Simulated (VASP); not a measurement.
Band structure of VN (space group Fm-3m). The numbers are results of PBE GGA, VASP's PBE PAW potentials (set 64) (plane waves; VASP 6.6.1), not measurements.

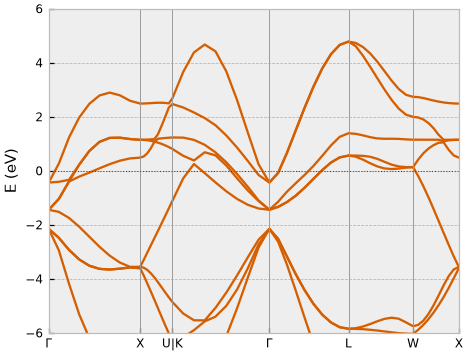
*Bands along high-symmetry lines, zero at the valence-band maximum or, without a gap, the Fermi level*

Q: Read the plot: is there a gap, and where are the band edges?

A: It has no gap at this level: it comes out as a metal or semimetal.

The structure comes from a computed database's VN entry; how it stands against other phases isn't given here. The cell was not relaxed at this level. The run is not spin-polarised, so no magnetic state was tried. VASP warned that the highest band is occupied, so more bands are needed.
